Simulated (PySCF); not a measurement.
## Electronic structure of C$_{5}$H$_{5}$O$_{3}$P (SMILES COc1coc(C=O)p1) in real space

```yaml
atoms:
  - { symbol: C, position_ang: [-2.6132, 0.7100, 0.5336] }
  - { symbol: O, position_ang: [-2.0187, -0.4061, -0.0861] }
  - { symbol: C, position_ang: [-0.6715, -0.3731, -0.1538] }
  - { symbol: C, position_ang: [0.0494, -1.3885, -0.7288] }
  - { symbol: O, position_ang: [1.3667, -1.2251, -0.7260] }
  - { symbol: C, position_ang: [1.7189, -0.0624, -0.1431] }
  - { symbol: C, position_ang: [3.1123, 0.2895, -0.0472] }
  - { symbol: O, position_ang: [3.5074, 1.3131, 0.4604] }
  - { symbol: P, position_ang: [0.4075, 0.9116, 0.4467] }
  - { symbol: H, position_ang: [-2.3728, 1.6330, -0.0064] }
  - { symbol: H, position_ang: [-2.2739, 0.8102, 1.5711] }
  - { symbol: H, position_ang: [-3.6874, 0.5374, 0.5109] }
  - { symbol: H, position_ang: [-0.3274, -2.2912, -1.1741] }
  - { symbol: H, position_ang: [3.8021, -0.4589, -0.4793] }
```

Geometry: GFN2-xTB.

Method: PySCF 2.14.0, PBE0/pcSseg-1, SCF density, gas phase, non-relativistic.

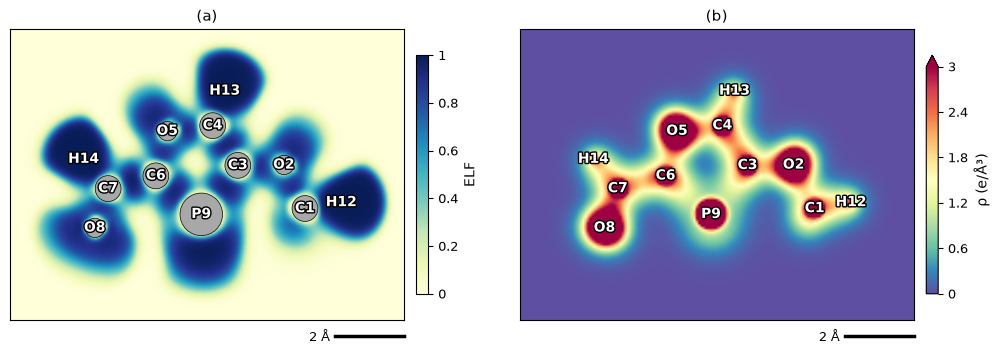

Figure 1. (a) electron localisation function; (b) total electron density on the plane of atoms C3, C4 and H13. Grey discs cover the atomic cores in the ELF map.

Question: Read the bonding off the picture.

Answer:
- Atoms in the plane: C, O, P and H.
- C–O (1.21 Å): the density is about 3.3 e/Å³ at the midpoint; the ELF peaks at about 0.85 between the atoms: a short, multiple covalent bond.
- C–C (1.37 Å): ρ is about 2.2 e/Å³ halfway; the ELF peaks at about 0.95 between the atoms, as expected for a covalent bond.
- C–P (1.74 Å): ρ at the midpoint is about 1.3 e/Å³; the ELF peaks at about 0.95 between the atoms, as expected for localised, covalent bonding.
- C–H (1.07 Å): ρ is about 2.1 e/Å³ halfway; the ELF climbs to about 1 towards the hydrogen, as it does in any bond to H; an ordinary covalent bond to hydrogen.
- C–O (1.33 Å): the density is about 2.5 e/Å³ at the midpoint; the ELF peaks at about 0.90 between the atoms; a polar covalent bond.
- The ELF also peaks beside P9, O8, O2 and O5, away from the bonds: lone-pair regions.

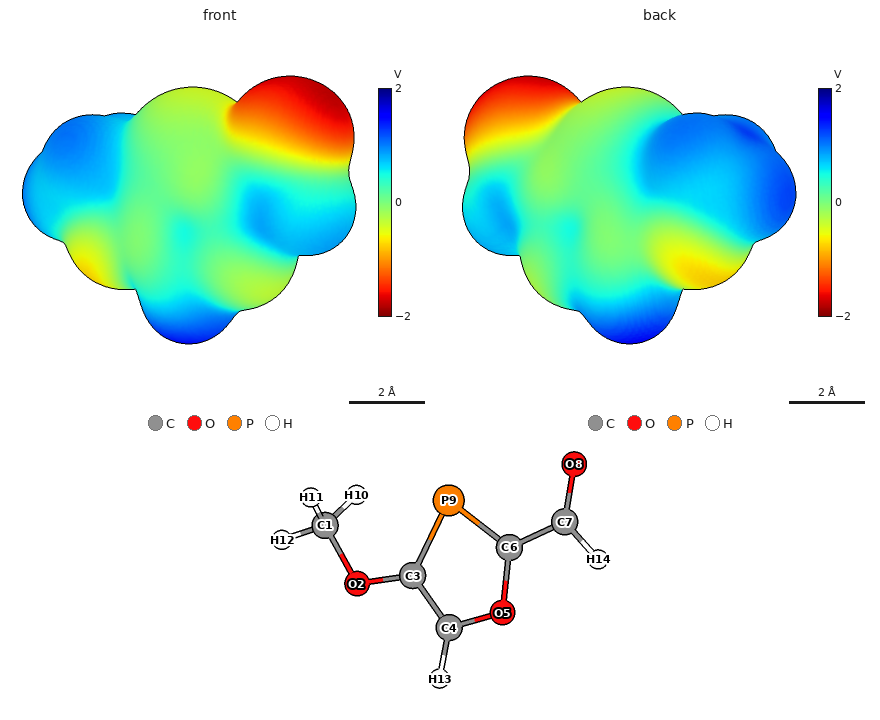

Figure 2. The electrostatic potential painted on the density surface at 0.002 e/bohr³, seen from the front and from behind; red is negative and blue positive. The bare structure is drawn below in the same view.

Question: Which sites attract a positive test charge, and which a negative one?

Answer: A positive charge is drawn to the negative regions and a negative charge to the positive ones. The most negative region (about −1.8 V) lies over O8, the most positive (about +1.5 V) over H13. O8 is the likeliest acceptor of a hydrogen bond.

Question: What dipole moment does the calculation give?

Answer: Its dipole moment is 3.73 D.
